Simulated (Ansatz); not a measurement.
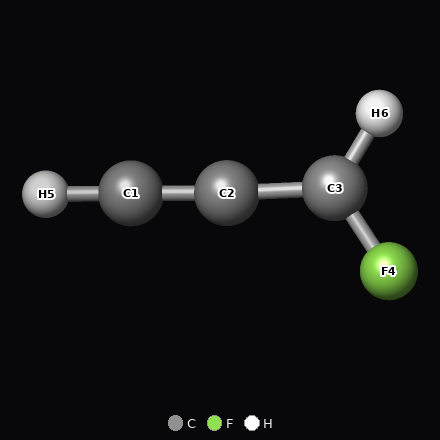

The system is C3H2F, SMILES [CH+]=C=CF, charge +1; the picture shows the reference structure. 
- The first coordinate is: angle C1–C2–C3 (carried through 180); the second: change of the bonds C2–C1, C2–C3, all alike.
- Nothing is relaxed (all other coordinates rigid).
- The scan uses an 11 × 11 grid.
- Points are written as (first, second).
- All energies are given in kJ/mol relative to the relaxed molecule at the same level.
- The calculation used RKS wB97M-V/def2-SVP (Ansatz).

Its coordinates:

```xyz
6

C    -0.3834    1.0729   -1.0211
C    -0.0833    0.2116   -0.2083
C     0.2983   -0.7230    0.7246
F    -0.3228   -1.8111    0.8389
H    -0.6569    1.8331   -1.7465
H     1.1481   -0.5834    1.4124
```

Range: angle C1–C2–C3 (carried through 180) from 140 to 220°; change of the bonds C2–C1, C2–C3, all alike from −0.143 to 0.221 Å.

What landscape does the calculation give?

Answer. The lowest grid point is at (180°, 0.003 Å), 0.20 kJ/mol from the relaxed molecule at the same level. No other kind of well shows on this grid. The highest grid point, (220°, −0.143 Å), lies 268 kJ/mol above the lowest. Round the minimum the two coordinates are nearly uncoupled.

| second ↓, first → | 140 | 148 | 156 | 164 | 172 | 180 | 188 | 196 | 204 | 212 | 220 |
| --- | --- | --- | --- | --- | --- | --- | --- | --- | --- | --- | --- |
| 0.221 | 261 | 258 | 256 | 255 | 254 | 254 | 255 | 256 | 258 | 261 | 265 |
| 0.184 | 198 | 193 | 190 | 188 | 188 | 187 | 188 | 190 | 193 | 197 | 203 |
| 0.148 | 144 | 137 | 133 | 130 | 129 | 129 | 130 | 133 | 136 | 142 | 149 |
| 0.112 | 98 | 90 | 84 | 81 | 79 | 79 | 80 | 83 | 88 | 95 | 104 |
| 0.075 | 61 | 52 | 45 | 40 | 38 | 38 | 39 | 43 | 49 | 57 | 68 |
| 0.039 | 39 | 28 | 20 | 14 | 11 | 11 | 13 | 17 | 24 | 34 | 46 |
| 0.003 | 33 | 20 | 11 | 4 | 1 | 0 | 2 | 8 | 16 | 27 | 41 |
| −0.034 | 47 | 33 | 22 | 14 | 10 | 10 | 12 | 18 | 27 | 40 | 56 |
| −0.070 | 85 | 69 | 57 | 48 | 44 | 43 | 46 | 52 | 63 | 77 | 95 |
| −0.106 | 152 | 134 | 121 | 111 | 106 | 105 | 108 | 116 | 127 | 142 | 162 |
| −0.143 | 258 | 238 | 223 | 213 | 207 | 206 | 209 | 217 | 229 | 247 | 269 |

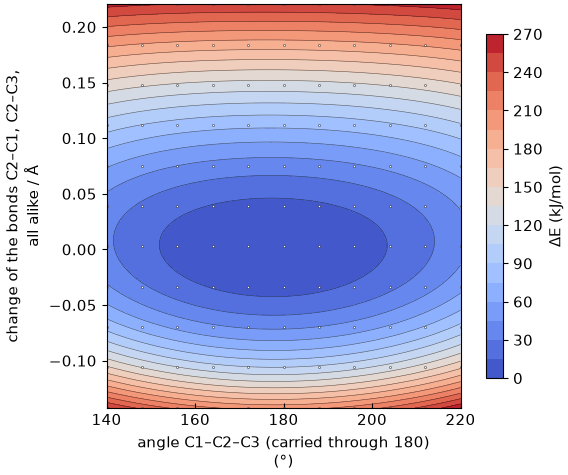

The picture shows filled contours, dots at the grid points. Between grid points the surface is interpolated.

Each point was launched as `ansatz run input.yaml --threads 1 --pin off --max-ram 2560MiB --backend cpu --events-out ev --progress --plain --runs-dir out`. Time for the 121 points that were run: 9.4 min on 1 thread of Intel(R) Xeon(R) Platinum 8488C (Sapphire Rapids) (shared host).
